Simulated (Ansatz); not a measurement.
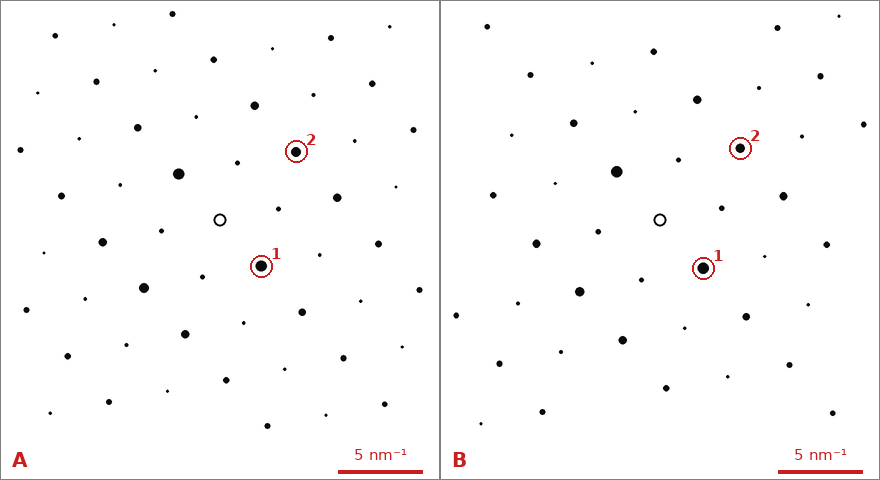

Kinematic electron diffraction patterns (120 kV, B = 0.5 Å², same scale) along [011] of the run's own cell, for the start and the end of one relaxation of TaAuN2 with Ansatz 0.2.0, DFT, PAW plane waves, lda, spin-orbit. k mesh 7×7×7. The start is a generated model structure, and the relaxation ends in the nearest stationary point of its symmetry, not necessarily the ground state. Spot 1 is -1 1 -1 and spot 2 is -1 -1 1 in both.

Start structure:

```
Ta Au N
1.0
     3.26373    0.00000    0.00000
    -1.63186    2.82647    0.00000
     0.00000   -1.88431    6.04941
Ta Au N
1 1 2
Direct
  0.50000 0.00000 0.50000
  0.00000 0.00000 0.00000
  0.11900 0.23800 0.35700
  0.88100 0.76200 0.64300
```

### Which pattern belongs to the start structure, and which to the relaxed one?

A is the start: its cell gives d(1) = 2.699 Å, d(2) = 1.632 Å and an angle of 90.0°. B is the relaxed structure, with d(1) = 2.573 Å (-4.6 %), d(2) = 1.547 Å (-5.2 %) and 90.0°.

### Summarise the relaxation behind the change.

The volume changed by -8.5 % to 12.77 Å³ an atom; with the mean shift removed, the atoms moved by up to 0.18 Å relative to the cell (N most); the space group stayed R-3m (No. 166); the free energy fell by 200 meV an atom. Relaxed cell: a = 3.094 Å, b = 3.094 Å, c = 6.414 Å, α = 103.96°, β = 90.00°, γ = 120.00°.
